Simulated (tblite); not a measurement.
**Run report: C₆H₁₅BSi, geometry relaxation (part 2 of 4)**

Continued. System: C₆H₁₅BSi. Method: GFN2-xTB geometry optimisation, gas phase (tblite 0.8.0). It belongs to a series of runs on one base structure; here: H on B replaced by vinyl.

Geometry of the input (Å):
```
C  4.0966  -0.5073  0.1581
C  2.8148  -0.8215  0.3835
B  1.6461  0.1776  0.2439
C  0.5059  -0.2570  -0.7805
Si -1.0891  0.6252  -0.6104
C  -0.9715  2.4041  -0.1264
C  -2.2886  -0.1605  0.5778
C  -2.3595  -1.6557  0.4224
H  4.4314  0.4601  -0.1528
H  4.8366  -1.2892  0.3010
H  2.5732  -1.8367  0.7055
H  1.6091  1.1724  0.8750
H  0.9470  -0.1735  -1.7887
H  0.3799  -1.3758  -0.6184
H  -1.6970  0.6319  -1.9773
H  -0.3336  2.5621  0.7820
H  -2.0163  2.7635  0.0877
H  -0.5654  3.0368  -0.9381
H  -2.0475  0.1048  1.6352
H  -3.2762  0.2826  0.3583
H  -2.7323  -1.9622  -0.5597
H  -3.0868  -2.0370  1.1755
H  -1.3816  -2.1177  0.6754
```

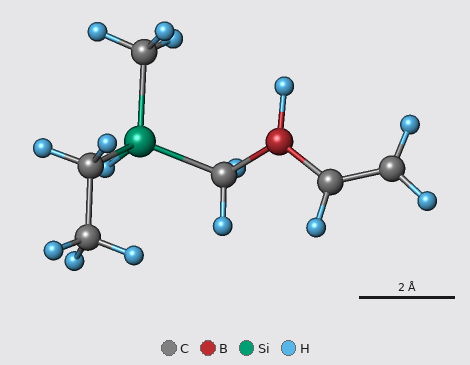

The geometry at step 49 of the log (ball-and-stick view, seen at a tilt).

## Trajectory as extended XYZ, continued
```
23
Properties=species:S:1:pos:R:3:forces:R:3 step=25 energy=-636.32918
C     4.1253   -0.5596    0.2435   -0.0490   0.0000  -0.0070
C     2.8490   -0.8720    0.4607    0.0420  -0.0010  -0.0530
B     1.6915    0.1434    0.2392    0.0860  -0.0050  -0.0180
C     0.5110   -0.2319   -0.7263    0.0950  -0.0060  -0.0360
Si   -1.1771    0.6476   -0.6539   -0.0270   0.1330   0.0620
C    -0.9934    2.4759   -0.1604    0.0110   0.0490  -0.0080
C    -2.3390   -0.1917    0.6007   -0.0600  -0.1240   0.0630
C    -2.4136   -1.7089    0.4683   -0.0230  -0.0850   0.0140
H     4.4155    0.4380   -0.0478   -0.0080   0.0250   0.0680
H     4.9330   -1.2747    0.2954   -0.0470  -0.0360   0.0120
H     2.6352   -1.9117    0.6938   -0.0520   0.0300   0.0210
H     1.8148    1.2305    0.6662   -0.0550  -0.0190  -0.0570
H     0.9222    0.0381   -1.7032    0.0460   0.0300  -0.0740
H     0.3463   -1.3068   -0.7886    0.0580  -0.0760   0.0080
H    -1.7901    0.5702   -2.0021   -0.0050  -0.0090   0.0430
H    -0.3897    2.5871    0.7369   -0.0530  -0.0200  -0.0370
H    -1.9592    2.9363    0.0335    0.0530  -0.0220  -0.0270
H    -0.5084    3.0458   -0.9479   -0.0210  -0.0140   0.0260
H    -2.0369    0.0436    1.6215    0.0470   0.0570   0.0330
H    -3.3411    0.2210    0.4793   -0.0420   0.0000  -0.0020
H    -2.7195   -2.0031   -0.5341    0.0340   0.0420   0.0100
H    -3.1321   -2.1261    1.1726   -0.0380   0.0150   0.0100
H    -1.4485   -2.1642    0.6816    0.0060   0.0370  -0.0510
23
Properties=species:S:1:pos:R:3:forces:R:3 step=29 energy=-636.34188
C     4.1160   -0.5702    0.2599    0.0320   0.0020   0.0780
C     2.8395   -0.8902    0.4577   -0.0240   0.0360  -0.0130
B     1.7133    0.1494    0.2120   -0.0180   0.0210  -0.0260
C     0.5259   -0.2169   -0.7421    0.0060  -0.0090  -0.0330
Si   -1.1784    0.6455   -0.6213    0.0430  -0.1090   0.0040
C    -0.9897    2.4795   -0.1649   -0.0040  -0.0410  -0.0200
C    -2.3445   -0.2096    0.6282    0.0070   0.0790   0.0210
C    -2.4236   -1.7244    0.4788    0.0140   0.0470  -0.0080
H     4.3955    0.4406    0.0021    0.0170  -0.0290   0.0430
H     4.9328   -1.2740    0.3209   -0.0480  -0.0530  -0.0230
H     2.5993   -1.9275    0.6775    0.0460   0.0510  -0.0040
H     1.8619    1.2489    0.5902   -0.0180   0.0200  -0.0080
H     0.9215    0.1071   -1.7114   -0.0260  -0.0340  -0.0370
H     0.3903   -1.2964   -0.8297   -0.0150   0.0310  -0.0510
H    -1.8055    0.5626   -1.9621   -0.0180  -0.0120   0.0140
H    -0.4016    2.6093    0.7372   -0.0180   0.0090   0.0210
H    -1.9559    2.9466   -0.0065   -0.0050   0.0340   0.0120
H    -0.4891    3.0165   -0.9628    0.0180   0.0450  -0.0020
H    -2.0445    0.0355    1.6480    0.0270  -0.0370   0.0390
H    -3.3425    0.2133    0.5000   -0.0350  -0.0300   0.0090
H    -2.7222   -1.9897   -0.5321    0.0010  -0.0210  -0.0250
H    -3.1481   -2.1540    1.1696    0.0090   0.0260   0.0100
H    -1.4553   -2.1749    0.6797    0.0110  -0.0290  -0.0040
23
Properties=species:S:1:pos:R:3:forces:R:3 step=34 energy=-636.35049
C     4.1145   -0.5758    0.2940   -0.0310  -0.0020  -0.0330
C     2.8304   -0.8864    0.4574    0.0200   0.0130   0.0400
B     1.7219    0.1630    0.1841    0.0260  -0.0160   0.0230
C     0.5373   -0.2088   -0.7674   -0.0120   0.0200  -0.0100
Si   -1.1730    0.6286   -0.6012   -0.0460   0.1600  -0.0060
C    -0.9878    2.4749   -0.1725    0.0030   0.0390   0.0250
C    -2.3448   -0.2104    0.6530    0.0270  -0.0740  -0.0160
C    -2.4251   -1.7241    0.4827    0.0150  -0.0470  -0.0080
H     4.3971    0.4375    0.0538    0.0960  -0.0240   0.0410
H     4.9169   -1.2978    0.3338   -0.0230   0.0120   0.0390
H     2.5879   -1.9245    0.6645   -0.0260   0.0140  -0.0220
H     1.8849    1.2690    0.5358   -0.0260   0.0220  -0.0100
H     0.9110    0.1411   -1.7349   -0.0270  -0.0010  -0.0610
H     0.4143   -1.2854   -0.8768   -0.0200  -0.0450  -0.0210
H    -1.8222    0.5495   -1.9289   -0.0360  -0.0380  -0.0420
H    -0.4184    2.6234    0.7403    0.0030  -0.0290  -0.0140
H    -1.9510    2.9581   -0.0325   -0.0010  -0.0500  -0.0240
H    -0.4723    3.0067   -0.9677   -0.0020  -0.0410   0.0350
H    -2.0433    0.0170    1.6773   -0.0130  -0.0080  -0.0130
H    -3.3488    0.2002    0.5218    0.0610   0.0390   0.0410
H    -2.7215   -1.9829   -0.5320   -0.0130   0.0310   0.0120
H    -3.1521   -2.1586    1.1681    0.0090   0.0130   0.0040
H    -1.4606   -2.1873    0.6762    0.0150   0.0120   0.0210
23
Properties=species:S:1:pos:R:3:forces:R:3 step=39 energy=-636.36063
C     4.1101   -0.5825    0.3271    0.0160  -0.0070   0.0270
C     2.8183   -0.8716    0.4667   -0.0150   0.0120  -0.0670
B     1.7272    0.1815    0.1521   -0.0480   0.0510  -0.0430
C     0.5452   -0.1970   -0.8081   -0.0120   0.0030  -0.0310
Si   -1.1729    0.6326   -0.5874    0.0070  -0.1200  -0.0550
C    -0.9853    2.4767   -0.1715   -0.0130  -0.0230  -0.0140
C    -2.3295   -0.2203    0.6766    0.0110   0.0240   0.0080
C    -2.4195   -1.7302    0.4863   -0.0090   0.0210   0.0200
H     4.4377    0.4253    0.1277    0.0120   0.0050   0.0010
H     4.8885   -1.3283    0.3647    0.0410  -0.0270   0.0620
H     2.5623   -1.9118    0.6408   -0.0460  -0.0070  -0.0030
H     1.8913    1.2989    0.4757   -0.0180  -0.0450  -0.0190
H     0.8839    0.1680   -1.7857   -0.0240   0.0130   0.0620
H     0.4338   -1.2770   -0.9348   -0.0390   0.0800   0.0490
H    -1.8534    0.5227   -1.9022   -0.0050   0.0090   0.0090
H    -0.4338    2.6319    0.7496   -0.0120  -0.0030   0.0190
H    -1.9540    2.9546   -0.0662    0.0030   0.0240   0.0140
H    -0.4498    2.9886   -0.9642    0.0090   0.0230   0.0100
H    -2.0411   -0.0096    1.7078    0.0980   0.0080  -0.0230
H    -3.3312    0.1994    0.5585    0.0240   0.0220  -0.0160
H    -2.7242   -1.9652   -0.5314    0.0230  -0.0250   0.0190
H    -3.1510   -2.1595    1.1694    0.0110  -0.0350  -0.0050
H    -1.4574   -2.2000    0.6776   -0.0140  -0.0030  -0.0230
23
Properties=species:S:1:pos:R:3:forces:R:3 step=44 energy=-636.37434
C     4.1098   -0.5985    0.3843   -0.0260  -0.0370   0.0310
C     2.8019   -0.8559    0.4418    0.0620   0.0070  -0.0070
B     1.7282    0.2090    0.0911    0.1070  -0.0180  -0.0210
C     0.5397   -0.1662   -0.8542   -0.0360   0.0080   0.0270
Si   -1.1837    0.6166   -0.5878   -0.0500   0.1660   0.0510
C    -0.9887    2.4675   -0.1788   -0.0060   0.0150   0.0000
C    -2.3029   -0.2336    0.7074    0.0210  -0.0020  -0.0260
C    -2.4174   -1.7394    0.4985    0.0260  -0.0100  -0.0280
H     4.4954    0.4002    0.2318   -0.1250  -0.0590  -0.0370
H     4.8658   -1.3695    0.4512   -0.0560   0.0110   0.0890
H     2.5113   -1.8930    0.6029    0.0150   0.0740  -0.0740
H     1.9103    1.3302    0.3742    0.0130   0.0480   0.0280
H     0.8390    0.2384   -1.8252    0.0360  -0.0320  -0.0310
H     0.4258   -1.2391   -0.9943    0.0370  -0.0790  -0.0290
H    -1.9071    0.4864   -1.8752    0.0000   0.0240  -0.0250
H    -0.4671    2.6302    0.7609   -0.0390  -0.0630  -0.0250
H    -1.9512    2.9669   -0.1094    0.0180  -0.0260  -0.0040
H    -0.4150    2.9698   -0.9528   -0.0290  -0.0240   0.0140
H    -1.9764   -0.0425    1.7309    0.0350   0.0300  -0.0380
H    -3.2952    0.2124    0.6079   -0.0030  -0.0330   0.0790
H    -2.7191   -1.9614   -0.5219   -0.0420   0.0010  -0.0220
H    -3.1496   -2.1811    1.1731    0.0180   0.0210   0.0140
H    -1.4584   -2.2203    0.6724    0.0240  -0.0210   0.0340
23
Properties=species:S:1:pos:R:3:forces:R:3 step=49 energy=-636.39360
C     4.0998   -0.6326    0.4792   -0.1240   0.0210  -0.0300
C     2.7829   -0.8198    0.3930    0.0060  -0.0240  -0.0210
B     1.7514    0.2620   -0.0189   -0.0930   0.0480   0.0430
C     0.5324   -0.1294   -0.9251    0.0870  -0.0160  -0.0620
Si   -1.1983    0.6200   -0.5860    0.0500  -0.1470  -0.1070
C    -0.9969    2.4598   -0.1840   -0.0300   0.0180  -0.0010
C    -2.2506   -0.2485    0.7455   -0.0210  -0.0320   0.0170
C    -2.3984   -1.7498    0.5081    0.0060   0.0060   0.0260
H     4.5297    0.3479    0.3595    0.0400   0.0450  -0.0240
H     4.8041   -1.4388    0.6297   -0.0470   0.0330   0.0690
H     2.4283   -1.8372    0.5102   -0.0110  -0.1340  -0.0040
H     1.9238    1.3906    0.2534    0.0670  -0.0240  -0.0230
H     0.7848    0.2970   -1.9029   -0.0050  -0.0550   0.0150
H     0.4391   -1.2064   -1.0804    0.0220   0.0550   0.0180
H    -1.9774    0.4557   -1.8383    0.0260   0.0630  -0.0260
H    -0.5276    2.6036    0.7836    0.0110   0.0340   0.0000
H    -1.9548    2.9670   -0.1687   -0.0160   0.0610   0.0070
H    -0.3744    2.9382   -0.9329   -0.0130   0.0540   0.0380
H    -1.8621   -0.0752    1.7505    0.0140  -0.0360  -0.0230
H    -3.2388    0.2171    0.7129   -0.0090  -0.0700   0.0700
H    -2.7236   -1.9466   -0.5129    0.0280   0.0160   0.0590
H    -3.1304   -2.1932    1.1840    0.0290   0.0610   0.0060
H    -1.4476   -2.2545    0.6692   -0.0170   0.0200  -0.0460
23
Properties=species:S:1:pos:R:3:forces:R:3 step=54 energy=-636.40800
C     4.0758   -0.6384    0.5085    0.0460  -0.0100   0.0400
C     2.7648   -0.8219    0.3671   -0.0760  -0.0160   0.0420
B     1.7530    0.2799   -0.0480    0.0010  -0.0650  -0.0510
C     0.5377   -0.1148   -0.9522   -0.0720   0.0080   0.0020
Si   -1.2011    0.6116   -0.5999   -0.0330   0.0630   0.0220
C    -1.0087    2.4559   -0.1878    0.0120   0.0080   0.0070
C    -2.2296   -0.2576    0.7551    0.0350   0.0490   0.0040
C    -2.3881   -1.7531    0.5152    0.0050  -0.0130  -0.0010
H     4.5297    0.3339    0.3895   -0.0480  -0.0060   0.0230
H     4.7620   -1.4466    0.7248   -0.0310   0.0320  -0.0300
H     2.4018   -1.8430    0.4680    0.0190   0.0320   0.0230
H     1.9583    1.4072    0.2065    0.0210  -0.0440  -0.0120
H     0.7728    0.3106   -1.9303    0.0310   0.0040  -0.0740
H     0.4500   -1.1908   -1.1044    0.0280  -0.0140   0.0120
H    -1.9944    0.4672   -1.8421    0.0110   0.0170  -0.0510
H    -0.5515    2.5946    0.7862   -0.0050   0.0150   0.0340
H    -1.9579    2.9803   -0.1867   -0.0360  -0.0130   0.0120
H    -0.3679    2.9395   -0.9166    0.0090   0.0320  -0.0250
H    -1.8061   -0.0949    1.7464    0.0490  -0.0150   0.0250
H    -3.2220    0.1984    0.7738    0.0230   0.0150  -0.0190
H    -2.7237   -1.9427   -0.5007   -0.0320  -0.0130  -0.0340
H    -3.1182   -2.1823    1.1976    0.0010  -0.0390   0.0500
H    -1.4416   -2.2657    0.6592    0.0430  -0.0270   0.0010
23
Properties=species:S:1:pos:R:3:forces:R:3 step=59 energy=-636.41811
C     4.0400   -0.6507    0.5723   -0.0680   0.0240  -0.0040
C     2.7369   -0.8117    0.3449   -0.0010  -0.0080  -0.0200
B     1.7552    0.2950   -0.1229    0.0300   0.0500   0.0510
C     0.5262   -0.0908   -1.0128    0.0880  -0.0180  -0.0220
Si   -1.2133    0.6191   -0.6154    0.0760   0.0080  -0.0070
C    -1.0184    2.4614   -0.1878   -0.0230  -0.0010   0.0030
C    -2.1816   -0.2658    0.7777    0.0260  -0.0740  -0.0450
C    -2.3693   -1.7601    0.5260    0.0220  -0.0110  -0.0090
H     4.5276    0.3052    0.4697   -0.0630   0.0710   0.0330
H     4.6890   -1.4678    0.8455    0.0380  -0.0640  -0.0160
H     2.3594   -1.8265    0.4226   -0.0310  -0.0610   0.0690
H     1.9913    1.4173    0.1245   -0.0090   0.0070  -0.0460
H     0.7505    0.3282   -2.0000   -0.0490  -0.0300   0.0360
H     0.4643   -1.1707   -1.1455   -0.0990  -0.0180  -0.0590
H    -2.0231    0.4758   -1.8508    0.0090   0.0170   0.0280
H    -0.5942    2.5868    0.8050   -0.0130   0.0320  -0.0450
H    -1.9708    2.9838   -0.2115    0.0440  -0.0060   0.0120
H    -0.3528    2.9476   -0.8959   -0.0540   0.0020   0.0540
H    -1.7041   -0.1290    1.7502    0.0000   0.0200  -0.0420
H    -3.1706    0.1923    0.8502    0.0450   0.0460   0.0080
H    -2.7321   -1.9375   -0.4854   -0.0160   0.0070   0.0540
H    -3.0894   -2.1858    1.2256    0.0630   0.0010  -0.0190
H    -1.4255   -2.2889    0.6429   -0.0150   0.0070  -0.0150
23
Properties=species:S:1:pos:R:3:forces:R:3 step=64 energy=-636.44277
C     3.9218   -0.6655    0.7016    0.1730  -0.0440   0.0100
C     2.6522   -0.8329    0.3361    0.0100  -0.0730   0.1320
B     1.7775    0.3032   -0.2519   -0.0470  -0.1890   0.0170
C     0.5391   -0.0535   -1.1317   -0.0910  -0.0410   0.0650
Si   -1.1849    0.6341   -0.6263   -0.0480  -0.1010   0.0540
C    -1.0406    2.4783   -0.1811    0.0150  -0.0660   0.0100
C    -2.0658   -0.3015    0.8046   -0.0160   0.1120   0.0050
C    -2.3232   -1.7841    0.5467    0.0110   0.0220  -0.0150
H     4.3967    0.3054    0.6613   -0.0200  -0.1050   0.0130
H     4.5484   -1.4925    1.0202   -0.0460   0.1730   0.0050
H     2.2754   -1.8512    0.4080   -0.1060   0.0790  -0.0790
H     2.1259    1.4082   -0.1047   -0.0310   0.1390  -0.0240
H     0.6938    0.3841   -2.1177    0.0250   0.0250  -0.0660
H     0.4453   -1.1303   -1.2749   -0.0330   0.0000  -0.0450
H    -2.0419    0.5288   -1.8405    0.0330  -0.0350   0.1220
H    -0.6777    2.6331    0.8283    0.0630  -0.0350   0.0570
H    -1.9932    2.9865   -0.2599   -0.1070   0.0230  -0.0200
H    -0.3510    2.9689   -0.8565    0.0480   0.0710  -0.0330
H    -1.5194   -0.2065    1.7460    0.0750   0.0390  -0.0750
H    -3.0219    0.2050    0.9720    0.0230  -0.0850  -0.0430
H    -2.7762   -1.9337   -0.4296    0.0080  -0.0020  -0.0390
H    -2.9926   -2.2133    1.2920    0.0080   0.0890   0.0360
H    -1.3926   -2.3436    0.5870    0.0540   0.0050  -0.0860
23
Properties=species:S:1:pos:R:3:forces:R:3 step=69 energy=-636.46749
C     3.8310   -0.6839    0.8022   -0.0380   0.0000   0.0860
C     2.5957   -0.8273    0.3279   -0.1490   0.0310  -0.0780
B     1.7816    0.3025   -0.3613   -0.0230   0.0220   0.0170
C     0.5314   -0.0418   -1.2334   -0.0040  -0.0430   0.0700
Si   -1.1649    0.6422   -0.6442    0.0430   0.0980  -0.0030
C    -1.0619    2.4850   -0.1690    0.0150  -0.0590   0.0180
C    -1.9506   -0.3146    0.8149    0.0340   0.0630  -0.0770
C    -2.2653   -1.7836    0.5563    0.0230  -0.0310  -0.0300
H     4.3287    0.2698    0.8101    0.0220   0.1100  -0.0640
H     4.4013   -1.5016    1.2119    0.0430  -0.0930   0.0370
H     2.1710   -1.8264    0.3648    0.0030  -0.0340   0.0080
H     2.1538    1.4133   -0.2640   -0.0330  -0.0330  -0.0390
H     0.6471    0.3813   -2.2326    0.0400   0.0550   0.0400
H     0.4007   -1.1149   -1.3646    0.0450  -0.0800  -0.0380
H    -2.0603    0.5559   -1.8166   -0.0860  -0.0770  -0.0300
H    -0.7398    2.6198    0.8594   -0.0090   0.0020  -0.0070
H    -2.0285    2.9679   -0.2825    0.0340  -0.0040   0.0440
H    -0.3565    3.0121   -0.8014    0.0060   0.0100  -0.0240
H    -1.3065   -0.2468    1.6919    0.0250   0.0070   0.0580
H    -2.8764    0.1990    1.0755   -0.0530   0.0140   0.0260
H    -2.7976   -1.9235   -0.3810   -0.0180   0.0840  -0.0350
H    -2.8872   -2.1883    1.3527    0.0230  -0.0240   0.0460
H    -1.3517   -2.3691    0.5117    0.0580  -0.0170  -0.0250
23
Properties=species:S:1:pos:R:3:forces:R:3 step=74 energy=-636.48098
C     3.7378   -0.6861    0.8805    0.1290   0.0450  -0.0390
C     2.5338   -0.8330    0.3305   -0.0110  -0.0460   0.0010
B     1.7748    0.2902   -0.4197   -0.0490   0.0150  -0.0030
C     0.5279   -0.0549   -1.2888    0.0260   0.0140  -0.0320
Si   -1.1411    0.6587   -0.6615   -0.0660  -0.0770  -0.0470
C    -1.0672    2.4918   -0.1556    0.0050   0.0180  -0.0310
C    -1.8673   -0.3147    0.8129    0.0000  -0.0630   0.0500
C    -2.2167   -1.7796    0.5582    0.0200   0.0280   0.0040
H     4.2407    0.2700    0.8773   -0.0430  -0.0140   0.0140
H     4.3000   -1.4974    1.3232   -0.0840   0.0030   0.0220
H     2.1026   -1.8301    0.3501   -0.0040  -0.0170   0.0500
H     2.1769    1.3924   -0.3793   -0.0070  -0.0080   0.0090
H     0.6403    0.3844   -2.2814    0.0080   0.0080   0.0070
H     0.3938   -1.1291   -1.4291   -0.0070   0.0510   0.0000
H    -2.0760    0.5671   -1.8068   -0.0350  -0.0490   0.0000
H    -0.7753    2.6264    0.8812    0.0580  -0.0340  -0.0040
H    -2.0450    2.9488   -0.2763    0.0040   0.0270   0.0120
H    -0.3696    3.0490   -0.7724    0.0060  -0.0100   0.0130
H    -1.1732   -0.2687    1.6551   -0.0310   0.0190   0.0300
H    -2.7791    0.1924    1.1327    0.0160   0.0560   0.0240
H    -2.8159   -1.8893   -0.3427   -0.0150   0.0330   0.0120
H    -2.7870   -2.1785    1.3984    0.0510  -0.0280  -0.0620
H    -1.3199   -2.3828    0.4426    0.0300   0.0270  -0.0280
```
